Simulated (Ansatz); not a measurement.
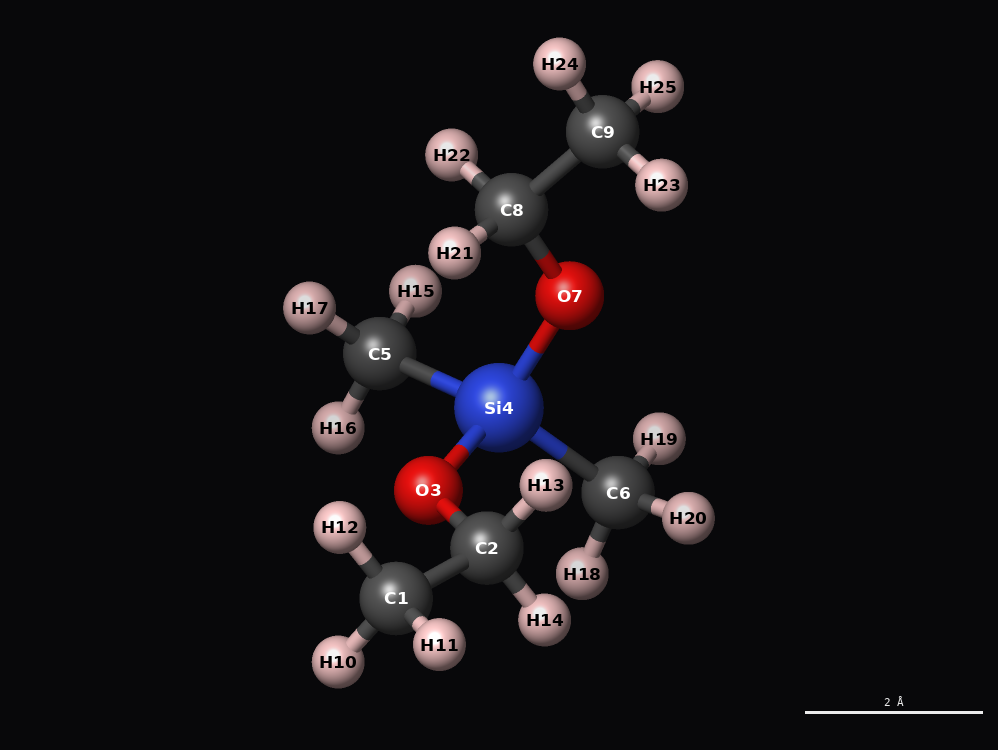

The atoms are numbered. The geometry was computed by an optimisation with PBE-D4/def2-SVP. No frequency run is at hand to confirm it as a minimum.

Estimate the angles C2–O3–Si4, O3–C2–H13, O3–C2–H14, O3–Si4–O7, Si4–C5–H15, Si4–O7–C8, C5–Si4–O7, C6–Si4–O7, O7–C8–H21, C8–C9–H25, C9–C8–H21, C9–C8–H22.

| angle | degrees |
| --- | --- |
| C2–O3–Si4 | 123.3 |
| O3–C2–H13 | 110.5 |
| O3–C2–H14 | 110.4 |
| O3–Si4–O7 | 109.6 |
| Si4–C5–H15 | 110.9 |
| Si4–O7–C8 | 123.3 |
| C5–Si4–O7 | 111.9 |
| C6–Si4–O7 | 104.7 |
| O7–C8–H21 | 110.5 |
| C8–C9–H25 | 110.5 |
| C9–C8–H21 | 110.2 |
| C9–C8–H22 | 110.0 |
